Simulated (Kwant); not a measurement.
System: circular cavity between two wires in a In0.53Ga0.47As two-dimensional gas. Effective mass 0.041 mₑ, grid spacing 17 nm, hard walls, nominal width 200 nm (11 grid rows, so walls 204 nm apart), one parabolic valley, scattering region 1800 nm long along x; energies count from the band bottom; Fermi energy 0.00167 eV. Cavity of radius 310 nm, straight part 0 nm, centre moved sideways by 0 nm. Perpendicular field swept from 0 to 0.054 T, none in the leads; orbital effect alone.

The device is made up for the run: typed textbook-type constants, with dimensions and the other settings drawn at random.

Kwant, effective-mass tight-binding model on a square grid, one spin, coherent transport at 0 K. Conductance is in e²/h.

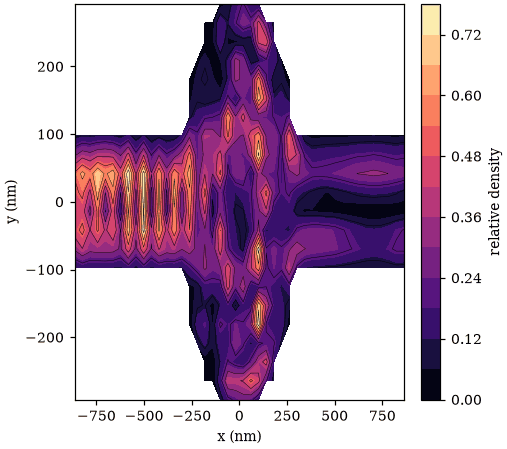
*Density of the scattering states that come in from the left lead, at field = 0.040652 T, in bins, relative to the largest site value*

The conductance there is 1.02 e²/h with 2 open channel(s) in the leads.
